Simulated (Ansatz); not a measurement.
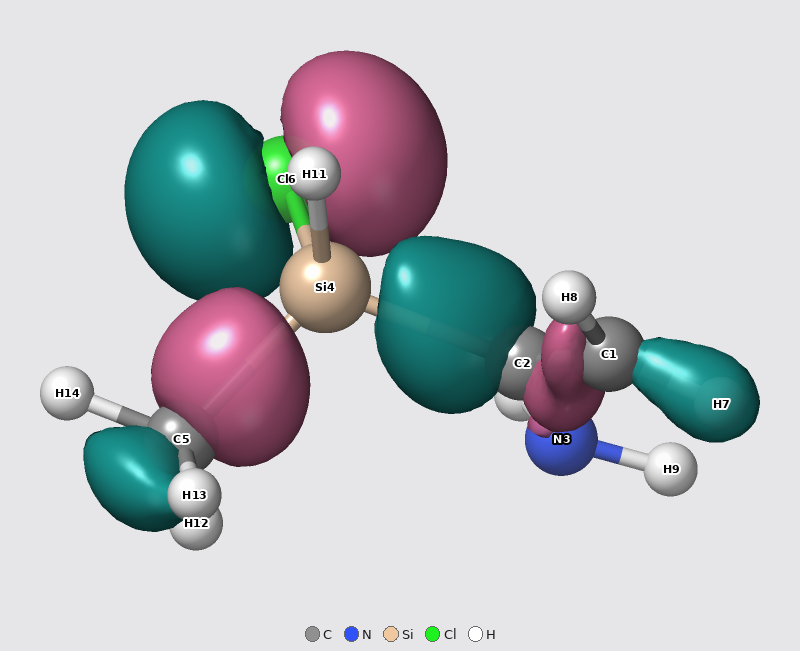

*C$_{3}$H$_{8}$ClNSi. The HOMO−1 at ±0.15 Å⁻³ᐟ² (teal and pink are the two phases), seen from one side.*

The calculation used RKS BHLYP/def2-SVP (Ansatz 0.2.0).

Input

```
crystal:
  periodic: [false, false, false]
  atoms:
    - { symbol: C, position_ang: [0.1685, -1.8201, 1.0651] }
    - { symbol: C, position_ang: [0.306, -0.4736, 0.7931] }
    - { symbol: "N", position_ang: [1.3648, 0.2285, 1.289] }
    - { symbol: Si, position_ang: [-0.8568, 0.4924, -0.3104] }
    - { symbol: C, position_ang: [-0.2969, 0.7033, -2.0405] }
    - { symbol: Cl, position_ang: [-1.0537, 2.3128, 0.6463] }
    - { symbol: H, position_ang: [0.8469, -2.3313, 1.6716] }
    - { symbol: H, position_ang: [-0.6877, -2.3171, 0.657] }
    - { symbol: H, position_ang: [1.8307, -0.2024, 2.1529] }
    - { symbol: H, position_ang: [1.1944, 1.2125, 1.5126] }
    - { symbol: H, position_ang: [-2.2825, -0.1568, -0.245] }
    - { symbol: H, position_ang: [0.61491, 0.16949, -2.23292] }
    - { symbol: H, position_ang: [-1.0094, 0.25404, -2.69342] }
    - { symbol: H, position_ang: [-0.1589, 1.73034, -2.25932] }
basis:
  gaussian: { orbitals: def2-SVP }
hamiltonian:
  xc: { name: BHLYP }
relax:
  f_tol: 0.015
  max_steps: 40
output:
  orbitals: {}
```

Launched as:

```sh
ansatz run input.yaml --threads 2 --pin off --max-ram 3072MiB --backend cpu --events-out ev --progress --plain --runs-dir out
```

The fields are those of the run's last geometry, not of the input's.

Where does this orbital lie, and at what energy?

By Hirshfeld shares it lies mainly on Cl6 (about 50 %), C5 (about 15 %), Si4 (about 10 %) and C2 (about 10 %). Its energy is −9.67 eV.
